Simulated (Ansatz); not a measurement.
# InAs (F-43m): a many-body input that goes wrong, and its mend

A first try at the G0W0 gap of InAs (F-43m), what the program said, and an input that works.

Method: G0W0 on r2SCAN, plane waves, PAW; PAW set soft_1, in Ansatz 0.2.0.

The database entry behind the starting cell differs from later determinations by our own check (about 0.4 % short), so it need not match the best structure at ambient conditions.

## (1) Set-up

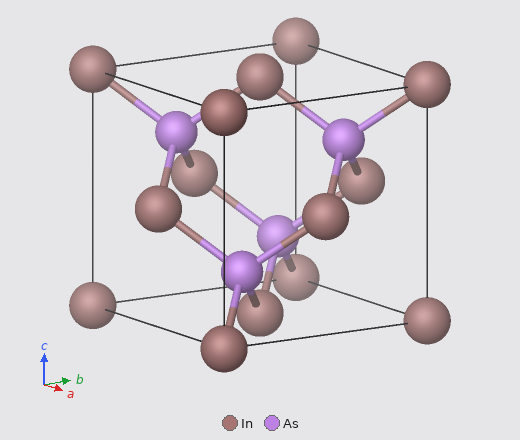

The cell as given, from a free direction (indium brown, arsenic purple). This picture shows the conventional cell, with its axes. Bonds to atoms that aren't drawn are left out. Some periodic images of atoms are drawn too.

The cell and positions come from the Crystallography Open Database and are kept as given unless a step says otherwise.

## (2) First try

File input.yaml:

```yaml
crystal:
  lattice:
    - [0.0, 3.018, 3.018]
    - [3.018, 0.0, 3.018]
    - [3.018, 3.018, 0.0]
  atoms:
    - { symbol: In, position: [0.0, 0.0, 0.0] }
    - { symbol: As, position: [0.25, 0.25, 0.25] }
kpoints:
  mp_grid: { grid: [4, 4, 4] }
hamiltonian:
  xc: r2scan
  pseudopotentials: { kind: paw, azcp: { folder: soft_1 } }
scf:
  occupations: { method: fixed }
gw:
  n_empty_bands: 2
  ecut_chi: 80
  qp_bands: [v2, c2]
  qp_kpoints: band_edges
  screening: { model: contour_deformation }
```

Launch:

```bash
$ ansatz run input.yaml --threads 3 --pin off --max-ram 92160MiB --backend cuda --events-out ev --progress --plain --runs-dir out --devices 1 --max-vram 13GiB
```

Numbers of over 12 decimals in the logs are rounded to 6 here.

Log:

```text
GPUs: using 1 of 1 available (devices: 1).
Engine: ansatz 0.2.0, x86_64-unknown-linux-gnu
Pseudopotentials: kind: paw
Pseudopotential: In, paw, valence charge 13, recommended cutoff 500 eV (meta_gga), soft_1/In.paw.azcp
Pseudopotential: As, paw, valence charge 15, recommended cutoff 500 eV (meta_gga), soft_1/As.paw.azcp
Functional definition: r2SCAN
  parameter k0 = 0.174
  parameter k1 = 0.065
  parameter a1 = 4.9479
  exchange = r2scan_x(k0 = k0, k1 = k1, a1 = a1)
  correlation = r2scan_c
device memory: the entry about to start is reckoned to put 1.4 GiB on a device that reports 57.9 GiB free (of which the cap on the GPU budget leaves the run 13.0 GiB)
GPU FFT provider: cuFFT
GPU libraries: cuBLAS 13.8.2, cuFFT 12.4.0, cuSOLVER 12.3.4
Crystal: 2 atoms, lattice volume = 54.978 Å³
Basis set: ecut = 500 eV, 1411 PW (Γ), exchange–correlation on 128×128×128 points (64 copies of the dense FFT grid, shifted against one another)
Bands: 18, of which v1, the nominal top of the filled ones, is band 14 counted from 1 (13 counted from 0)
Symmetry: 24 space group operations
Space group: F-43m (ITA 216), of the structure as read, at distance tolerance 3.8e-5 Å
k-points: 8 of 64 (time reversal used)
Non-local potential: In, projectors of the file, l = 0: 2, l = 1: 2, l = 2: 2, l = 3: 1
Non-local potential: As, projectors of the file, l = 0: 2, l = 1: 2, l = 2: 3, l = 3: 1
PAW form: soft (Blöchl's): semilocal exchange-correlation on the pseudo side does not see the compensation charge
PAW frozen core: In, regenerated for the run's functional (the file was generated under x = pbe(κ = 0.804, μ = 0.219515), c = pbe(β = 0.066725))
PAW frozen core: As, regenerated for the run's functional (the file was generated under x = pbe(κ = 0.804, μ = 0.219515), c = pbe(β = 0.066725))
PAW one-centre angular grid: In, 590 points (default); XC on 160 Gauss nodes
PAW one-centre angular grid: As, 590 points (default); XC on 160 Gauss nodes
Initial density: superposition of atomic densities (chi_scale 0.1, normalization cell, long waves kept (reshape's long-wave potential 0.00 eV rms))
Initial wavefunctions: pseudopotential atomic-orbital guess
GPU buffer pool allocated for 32768 grid points (all kernels)
GPU transforms: local potential: pruned to the plane-wave sphere, on 30×32×32; band sums: pruned to the plane-wave sphere, on 32×32×32
Functional: x = r2scan, c = r2scan; τ floored in thin density (d = 2e-4 eV/Å³)
iter 1 solved again at ethr=1.93e-3 eV; its pass at ethr=3.10e-3 eV (dr2=5.40e-1 eV) is discarded
SCF iter   1: F=—  HF=-10477.102046 eV  |F-HF|=—  |Δ(HF+E_count)|=         —  Δρ=3.41e-2  dr2=5.41e-1  dr2_τ=1.33e-2  ethr=1.93e-3  ⟨swp⟩=1.0  Hψ=865  notcnv=0  defer=1
preconditioner: auto → none  [insulator: Δε(μ)=0.209 eV  Ē_g=15.547 eV  n_scr=14 (ndim 8)  ℏωp=21.2 eV  f_vac=0.007  ε∞_Penn≈2.9]
SCF iter   2: F=—  HF=-10477.099782 eV  |F-HF|=—  |Δ(HF+E_count)|=   2.26e-3  Δρ=1.60e-2  dr2=9.51e-2  dr2_τ=1.24e-3  ethr=1.93e-3  ⟨swp⟩=2.2  Hψ=188  notcnv=0  defer=12
SCF iter   3: F=—  HF=-10477.110776 eV  |F-HF|=—  |Δ(HF+E_count)|=   1.10e-2  Δρ=2.85e-3  dr2=7.13e-3  dr2_τ=1.83e-4  ethr=3.40e-4  ⟨swp⟩=2.2  Hψ=288  notcnv=0  defer=10
SCF iter   4: F=—  HF=-10477.107523 eV  |F-HF|=—  |Δ(HF+E_count)|=   3.25e-3  Δρ=8.68e-4  dr2=2.38e-4  dr2_τ=7.40e-6  ethr=2.55e-5  ⟨swp⟩=3.0  Hψ=293  notcnv=0  defer=12
SCF iter   5: F=—  HF=-10477.107568 eV  |F-HF|=—  |Δ(HF+E_count)|=   4.57e-5  Δρ=2.41e-4  dr2=1.09e-5  dr2_τ=4.27e-7  ethr=8.50e-7  ⟨swp⟩=2.0  Hψ=229  notcnv=0  defer=12
SCF iter   6: F=—  HF=-10477.107575 eV  |F-HF|=—  |Δ(HF+E_count)|=   6.87e-6  Δρ=7.36e-5  dr2=1.26e-6  dr2_τ=3.78e-8  ethr=3.91e-8  ⟨swp⟩=2.0  Hψ=253  notcnv=0  defer=2
SCF iter   7: F=-10477.107576 eV  HF=-10477.107576 eV  |F-HF|=5.66e-9  |Δ(HF+E_count)|=   4.50e-7  Δρ=3.68e-6  dr2=9.77e-9  dr2_τ=1.65e-10  ethr=3.57e-10  ⟨swp⟩=3.8  Hψ=596  notcnv=0
SCF 1 converged in 7 iterations: F = -10477.107576 eV  dr2 = 9.77e-9
[...]
device memory: the entry about to start is reckoned to put 2.1 GiB on a device that reports 63.7 GiB free (of which the cap on the GPU budget leaves the run 13.0 GiB)
NSCF: frozen V_eff on 8 k-points
[...]
device memory: the entry about to start is reckoned to put 1.3 GiB on a device that reports 63.7 GiB free (of which the cap on the GPU budget leaves the run 13.0 GiB)
NSCF: frozen V_eff on 8 k-points
SCF converged after 7 iterations
Free energy (F): -10477.107576 eV
Harris-Foulkes:  -10477.107576 eV  (|F-HF|=5.66e-9)
Internal energy: -10477.107576 eV  (E = F + TS)
E sigma→0 (E₀):  -10477.107576 eV
Fermi energy:    7.557064 eV
--- Per-component energies (eV) ---
  E_band       = -332.387901
  E_kinetic    = 317.405773
  E_local      = -3473.797385  (includes V_loc(G=0)·N_el)
  E_nonlocal   = -65.566012
  E_hartree    = 1732.281076
  E_xc         = -197.779900
  E_vxc        = -173.059860  (∫ρ·V_xc dr)
  E_paw        = -6261.359808  (= ΣΔE_a)
  E_vpaw       = -412.534622  (= ΣTr[D̂ρ^β])
  E_aug_tail   = -0.000058  (compensation charges beyond the density's cutoff)
  E_vtau       = 10.606481  (kinetic-family band-sum trace: ∫τ·v_τ [+ j·A + Jᵃ·Aᵃ] dr)
  E_ewald      = -2527.799418
  E_core_change = -0.491845  (= ΣΔE_core)
  E_smearing   = -0.000000  (= −TS)
  E_closure    = -0.000000  (closes the sum)
  Σ components = -10477.107576   (vs F -10477.107576, Δ=0.00e0)
--- Band table (eV; the first three rows and the last of 8) ---
  k-point 0: bands = [... 10 lower, -4.7703, 7.5571, 7.5571, 7.5571, 7.8228, 11.8155, 11.8155, 11.8155]
  k-point 1: bands = [... 10 lower, -4.1294, 3.8322, 6.9663, 6.9663, 9.1739, 12.5524, 12.5524, 13.1542]
  k-point 2: bands = [... 10 lower, -3.2090, 1.6370, 6.5300, 6.5300, 8.8763, 12.5889, 12.5889, 14.8279]
  k-point 7: bands = [... 10 lower, -2.5791, 1.7381, 4.4916, 4.5876, 12.1300, 12.1723, 13.0504, 14.0500]
```

It took 6.9 s on 1 × NVIDIA H100 80GB HBM3 (shared by 6 runs) with 3 threads of AMD EPYC 7R13 (Zen 3), shared host; peak memory 0.99 GiB.

Q: What is the fault?

The self-consistent loop converged; the step after it was not made. The program's words: G₀W₀ refused: the quasiparticle rows reach c2, inside the degenerate multiplet of c2 to c4 at k-index 0, which gw.n_empty_bands = 2 cuts: a row's own level would stand in its own sum at a weight under one; raise gw.n_empty_bands to 4 or more, or end gw.qp_bands at c1 or below

The fault: two empty bands. The screening and the self-energy are sums over empty states, and two bands hold almost none of them; where the cut also splits a degenerate level, the program refuses for that.

## (3) A better input

Now the one-shot GW correction: screening in the RPA, then the self-energy of the levels asked for. This step takes PAW set soft_1 files.

Changes to input.yaml since step 2:

```diff
@@ -16,4 +16,4 @@
 gw:
-  n_empty_bands: 2
-  ecut_chi: 80
+  n_empty_bands: 44
+  ecut_chi: 50
   qp_bands: [v2, c2]
```

Log:

```text
GPUs: using 1 of 1 available (devices: 1).
[...]
GPU FFT provider: cuFFT
GPU libraries: cuBLAS 13.8.2, cuFFT 12.4.0, cuSOLVER 12.3.4
Crystal: 2 atoms, lattice volume = 54.978 Å³
Basis set: ecut = 500 eV, 1411 PW (Γ), exchange–correlation on 128×128×128 points (64 copies of the dense FFT grid, shifted against one another)
Bands: 18, of which v1, the nominal top of the filled ones, is band 14 counted from 1 (13 counted from 0)
[... 1 set-up line as in the run before ...]
[...]
k-points: 8 of 64 (time reversal used)
[...]
GPU buffer pool allocated for 32768 grid points (all kernels)
[...]
SCF iter   7: F=-10477.107576 eV  HF=-10477.107576 eV  |F-HF|=5.66e-9  |Δ(HF+E_count)|=   4.50e-7  Δρ=3.68e-6  dr2=9.77e-9  dr2_τ=1.65e-10  ethr=3.57e-10  ⟨swp⟩=3.8  Hψ=596  notcnv=0
SCF 1 converged in 7 iterations: F = -10477.107576 eV  dr2 = 9.77e-9
[...]
NSCF: frozen V_eff on 8 k-points
[...]
0    13      7.5571   -16.8734     1.7505   -15.3760  0.7627     7.8087     7.8102  root
     0    14      7.5571   -16.8734     1.7505   -15.3760  0.7627     7.8087     7.8102  root
     0    15      7.8228   -10.6532    -3.3409   -14.5023  0.7773     8.3396     8.3309  root
     0    16     11.8155    -7.3250    -3.9254   -11.5413  0.7617    12.1096    12.1064  root
     1    13      6.9663   -16.3700     1.8558   -14.7087  0.7587     7.1599     7.1609  root
     1    14      6.9663   -16.3700     1.8558   -14.7087  0.7587     7.1599     7.1609  root
     1    15      9.1739    -9.2138    -3.5004   -13.1335  0.7744     9.5991     9.5932  root
     1    16     12.5524    -7.3626    -4.0987   -11.7590  0.7574    12.8531    12.8500  root
[...]
6    13      5.1384   -15.4171     2.3818   -13.0879  0.7356     5.1909     5.1910  root
     6    14      5.1384   -15.4171     2.3818   -13.0879  0.7356     5.1909     5.1910  root
     6    15      9.3504    -6.3392    -3.5008    -9.8686  0.7822     9.3791     9.3790  root
     6    16      9.8953    -7.8771    -3.5954   -11.7409  0.7755    10.1659    10.1636  root
[key lines of the parts left out:]
SCF converged after 7 iterations
Free energy (F): -10477.107576 eV
Fermi energy:    7.557064 eV
```

Run time: 9.3 s. Hardware: 1 × NVIDIA H100 80GB HBM3 (shared by 6 runs) with 3 threads; peak memory 1.1 GiB.

Numbers from this step:

```yaml
bands_summed: 58
rpa_eps_infinity_on_this_mesh_eigenvalues: 605.4, 605.4, 605.4
plane_waves_in_the_screening_matrix: 59
q_points_in_the_mesh: 64
g0w0_gap_on_the_mesh: 0.5207 eV
k_of_the_valence_top: 0, 0, 0
k_of_the_conduction_bottom: 0, 0, 0
starting_gap_on_the_mesh: 0.2657 eV
z_at_the_valence_top: 0.7627
z_at_the_conduction_bottom: 0.7773
least_direct_g0w0_gap_on_the_computed_points: 0.5207 eV
```

The gap on the mesh goes from 0.27 eV to 0.52 eV, a correction of +0.25 eV. Between the two edge states, bare exchange in place of the xc potential would open the gap by 5.35 eV, and correlation takes back 5.09 eV.

## (4) Outcome

| Item | Value |
| --- | --- |
| first try | the many-body step was refused after 6.9 s |
| better run | G0W0 gap on the mesh 0.52 eV (4×4×4 mesh, 44 empty bands, screening to 50 eV, PAW set soft_1 files) |

What this shows: The second run differs in: empty bands and screening cutoff (eV). Bands and cutoff are finite, so the gap is not at the basis limit. The miss can reach some tenths of an eV and take either sign; the mesh is an error of its own. The 4×4×4 mesh is coarse for this cell (its supercell is 17 Å along the shortest edge). The RPA ε∞ on it, from the r2SCAN start, is 605.37; such meshes misread the long-range screening, most where the gap is narrow. On this mesh the RPA ε∞ passes 90, more than nearly any semiconductor shows; a coarse mesh does this where one point with a narrow direct gap carries much weight. The screening is then too strong, and the G0W0 gap should not be taken as the material's. The many-body steps are scalar-relativistic: spin-orbit coupling is not in them.

[Paths, hosts, dates, memory and timing lines, banners, echoed tables and standing remarks are left out of the program output.]

[Logs are printed without paths, hosts, clocks, repeated set-up lines and the standing remarks that a program may print on its own settings, such as how far it seeks lower states.]

[Runs of the session that timed out or met a known fault of the program may be left out.]

[Cells called generated may have been cut or substituted from an entry of the Crystallography Open Database or the Materials Project.]

[Hosts, paths, dates, database ids (printed as entryN), source tags and the programs' standing remarks are cut or masked in the printed files.]
